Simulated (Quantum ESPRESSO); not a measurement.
# How the plane-wave cutoff moves the magnetism of KNiF3, part 3 of 3

Wanted: the cheapest choice of the plane-wave cutoff that holds the magnetic results of KNiF3.

Quantum ESPRESSO 7.5; LDA with U = 6 eV on Ni d (ortho-atomic projectors); plane waves with GBRV 1.5 LDA potentials, no spin-orbit coupling (settings of the first rung).

So far, largest spin moment in the atom's sphere (μB): step 2 (rung 1, start ferro +) 1.67; step 6 (rung 3, start ferro +) 1.76; step 7 (rung 3, start antiferro q=(0,1/2,1/2) +-) 1.73; step 8 (rung 4, start ferro +) 1.76; step 9 (rung 4, start antiferro q=(0,1/2,1/2) +-) 1.73.

The database entry behind the starting cell differs from later determinations by our own check (about 0.35 % short), so it need not match the best structure at ambient conditions.

## (10) Rung 5, start ferro +

pw.in

```
&CONTROL
  calculation = 'scf'
  prefix = 'pwscf'
  outdir = './tmp'
  pseudo_dir = './pseudo'
  disk_io = 'nowf'
  tprnfor = .true.
  tstress = .true.
/
&SYSTEM
  ibrav = 0
  nat = 5
  ntyp = 3
  ecutwfc = 56
  ecutrho = 392
  nbnd = 34
  occupations = 'smearing'
  smearing = 'fd'
  degauss = 0.00367493
  nspin = 2
  starting_magnetization(1) = 0
  starting_magnetization(2) = 0.1111
  starting_magnetization(3) = 0
/
&ELECTRONS
  conv_thr = 1d-08
  electron_maxstep = 150
  mixing_beta = 0.3
/
ATOMIC_SPECIES
K      39.0983 k_lda_v1.4.uspp.F.UPF
Ni     58.6934 ni_lda_v1.4.uspp.F.UPF
F      18.9984 f_lda_v1.4.uspp.F.UPF
CELL_PARAMETERS angstrom
   4.0000000000    0.0000000000    0.0000000000
   0.0000000000    4.0000000000    0.0000000000
   0.0000000000    0.0000000000    4.0000000000
ATOMIC_POSITIONS crystal
K       0.0000000000    0.0000000000    0.0000000000
Ni      0.5000000000    0.5000000000    0.5000000000
F       0.5000000000    0.5000000000    0.0000000000
F       0.0000000000    0.5000000000    0.5000000000
F       0.5000000000    0.0000000000    0.5000000000
K_POINTS automatic
6 6 6 0 0 0
HUBBARD {ortho-atomic}
U Ni-3d 6.0000
```

Run with:

```console
> OMP_NUM_THREADS=1 mpirun -n 2 pw.x -nk 2 -in pw.in > pw.out
```

Output:

```text
     [... lines left out ...]
Program PWSCF v.7.5 starts
     [... lines left out ...]
     number of atoms/cell      =            5
     [... lines left out ...]
     number of electrons       =        48.00
     number of Kohn-Sham states=           34
     kinetic-energy cutoff     =      56.0000  Ry
     charge density cutoff     =     392.0000  Ry
     scf convergence threshold =      1.0E-08
     [... lines left out ...]
     48 Sym. Ops., with inversion, found
     [... lines left out ...]
     number of k points=    20  Fermi-Dirac smearing, width (Ry)=  0.0037
     [... lines left out ...]
     iteration # 12     ecut=    56.00 Ry     beta= 0.30
     [... lines left out ...]
     Magnetic moment per site  (integrated on atomic sphere of radius R)
     atom   1 (R=0.292)  charge=  7.6067  magn= -0.0008
     atom   2 (R=0.206)  charge= 15.3745  magn=  1.7595
     atom   3 (R=0.206)  charge=  6.4972  magn=  0.0565
     atom   4 (R=0.206)  charge=  6.4972  magn=  0.0565
     atom   5 (R=0.206)  charge=  6.4972  magn=  0.0565
     [... lines left out ...]
     Tr[ns(  2)] (up, down, total) =   4.98683  3.18050  8.16733
     [... lines left out ...]
     the Fermi energy is     6.5102 ev
!    total energy              =    -546.07375535 Ry
     estimated scf accuracy    <          9.3E-09 Ry
     smearing contrib. (-TS)   =      -0.00000000 Ry
     [... lines left out ...]
     total magnetization       =     2.00 Bohr mag/cell
     absolute magnetization    =     2.03 Bohr mag/cell
     convergence has been achieved in  12 iterations
     [... lines left out ...]
     Total force =     0.000000     Total SCF correction =     0.000000
     [... lines left out ...]
          total   stress  (Ry/bohr**3)                   (kbar)     P=      -40.90
     [... lines left out ...]
```

Wall time 36 s (2 MPI ranks of Intel Xeon 6975P-C (Granite Rapids), shared host); peak memory 0.44 GiB; 73 s of CPU time.

Numbers from this step:

| Property | Result |
| --- | --- |
| magnetization | 2 μB |
| final state | ferromagnetic |
| largest moment | 1.759 μB |

## (11) Rung 5, start antiferro q=(0,1/2,1/2) +-

pw.in

```
&CONTROL
  calculation = 'scf'
  prefix = 'pwscf'
  outdir = './tmp'
  pseudo_dir = './pseudo'
  disk_io = 'nowf'
  tprnfor = .true.
  tstress = .true.
/
&SYSTEM
  ibrav = 0
  nat = 10
  ntyp = 4
  ecutwfc = 56
  ecutrho = 392
  nbnd = 62
  occupations = 'smearing'
  smearing = 'fd'
  degauss = 0.00367493
  nspin = 2
  starting_magnetization(1) = 0
  starting_magnetization(2) = 0.1111
  starting_magnetization(3) = -0.1111
  starting_magnetization(4) = 0
/
&ELECTRONS
  conv_thr = 2d-08
  electron_maxstep = 150
  mixing_beta = 0.3
/
ATOMIC_SPECIES
K      39.0983 k_lda_v1.4.uspp.F.UPF
Ni1    58.6934 ni_lda_v1.4.uspp.F.UPF
Ni2    58.6934 ni_lda_v1.4.uspp.F.UPF
F      18.9984 f_lda_v1.4.uspp.F.UPF
CELL_PARAMETERS angstrom
   4.0000000000    0.0000000000    0.0000000000
   0.0000000000    8.0000000000    0.0000000000
   0.0000000000    4.0000000000    4.0000000000
ATOMIC_POSITIONS crystal
K       0.0000000000    0.0000000000    0.0000000000
K       0.0000000000    0.5000000000    0.0000000000
Ni1     0.5000000000    0.0000000000    0.5000000000
Ni2     0.5000000000    0.5000000000    0.5000000000
F       0.5000000000    0.2500000000    0.0000000000
F       0.5000000000    0.7500000000    0.0000000000
F       0.0000000000    0.0000000000    0.5000000000
F       0.0000000000    0.5000000000    0.5000000000
F       0.5000000000    0.7500000000    0.5000000000
F       0.5000000000    0.2500000000    0.5000000000
K_POINTS automatic
6 3 6 0 0 0
HUBBARD {ortho-atomic}
U Ni1-3d 6.0000
U Ni2-3d 6.0000
```

Output:

```text
     [... lines left out ...]
Program PWSCF v.7.5 starts
     [... lines left out ...]
     number of atoms/cell      =           10
     [... lines left out ...]
     number of electrons       =        96.00
     number of Kohn-Sham states=           62
     kinetic-energy cutoff     =      56.0000  Ry
     charge density cutoff     =     392.0000  Ry
     scf convergence threshold =      2.0E-08
     [... lines left out ...]
     16 Sym. Ops., with inversion, found ( 8 have fractional translation)
     [... lines left out ...]
     number of k points=    24  Fermi-Dirac smearing, width (Ry)=  0.0037
     [... lines left out ...]
     iteration # 13     ecut=    56.00 Ry     beta= 0.30
     [... lines left out ...]
     Magnetic moment per site  (integrated on atomic sphere of radius R)
     atom   1 (R=0.292)  charge=  7.6064  magn= -0.0000
     atom   2 (R=0.292)  charge=  7.6064  magn= -0.0000
     atom   3 (R=0.206)  charge= 15.3807  magn=  1.7298
     atom   4 (R=0.206)  charge= 15.3807  magn= -1.7298
     atom   5 (R=0.206)  charge=  6.4939  magn=  0.0000
     atom   6 (R=0.206)  charge=  6.4939  magn=  0.0000
     atom   7 (R=0.206)  charge=  6.4955  magn=  0.0511
     atom   8 (R=0.206)  charge=  6.4955  magn= -0.0511
     atom   9 (R=0.206)  charge=  6.4939  magn=  0.0000
     atom  10 (R=0.206)  charge=  6.4939  magn=  0.0000
     [... lines left out ...]
     Tr[ns(  3)] (up, down, total) =   4.98243  3.20137  8.18380
     [... lines left out ...]
     Tr[ns(  4)] (up, down, total) =   3.20137  4.98243  8.18380
     [... lines left out ...]
     the Fermi energy is     7.2049 ev
!    total energy              =   -1092.15606678 Ry
     estimated scf accuracy    <          6.1E-09 Ry
     smearing contrib. (-TS)   =      -0.00000000 Ry
     [... lines left out ...]
     total magnetization       =     0.00 Bohr mag/cell
     absolute magnetization    =     3.86 Bohr mag/cell
     convergence has been achieved in  13 iterations
     [... lines left out ...]
     Total force =     0.000000     Total SCF correction =     0.000019
     [... lines left out ...]
          total   stress  (Ry/bohr**3)                   (kbar)     P=      -44.83
     [... lines left out ...]
```

Wall time 4.2 min (2 MPI ranks); peak memory 1 GiB; 8.3 min of CPU time.

Read from the output:

- magnetization: 0 μB
- final state: antiferromagnetic
- largest moment: 1.730 μB

## (12) The rungs together

Ladder, by row:

```
rung  cutoff (eV)  state from the first start  state from the second start  second less first (meV a seeded atom)  moment, first (μB)  moment, second (μB)  CPU time (s)
   1          245               ferromagnetic            antiferromagnetic                                 -2.506                1.67                1.655           118
   2          327               ferromagnetic            antiferromagnetic                                  -35.9               1.761                1.737         170.6
   3          435               ferromagnetic            antiferromagnetic                                 -59.48               1.759                1.729         272.3
   4          544               ferromagnetic            antiferromagnetic                                 -58.39               1.759                 1.73         329.8
   5          762               ferromagnetic            antiferromagnetic                                 -58.21               1.759                 1.73         573.5
```

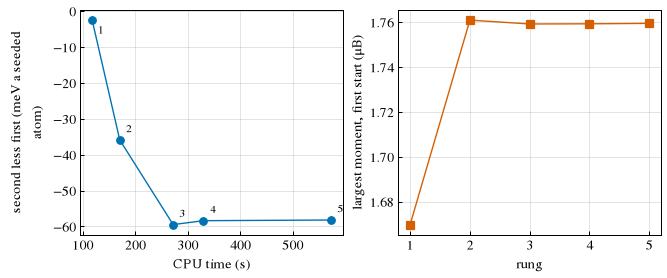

Result against cost, rungs numbered as in the table, and the moment by rung.

## (13) What came out

```
range of the largest moment, first start             : 1.67 to 1.76 μB; second start 1.65 to 1.74 μB
range of CPU time                                    : 2 min to 9.6 min
range of the energy difference                       : -59.5 to -2.51 meV a seeded atom
first rung that agrees with the last (margins below) : 3
```

What this shows: From rung 3 on the states are those of the last rung, the moments stay within 0.05 μB of it and the difference within 2.9 meV; rung 3 took 47 % of its CPU time.

[Logs and program files are shortened in this print: banners, set-up blocks, solver, clock and traceback lines can be left out without a mark of their own.]

[Logs are printed without paths, hosts, clocks, repeated set-up lines and the standing remarks that a program may print on its own settings, such as how far it seeks lower states.]

[Hosts, paths, dates, database ids (printed as entryN), source tags and the programs' standing remarks are cut or masked in the printed files.]

[Where a cell is said to come from a database of computed structures, the database is the Materials Project.]
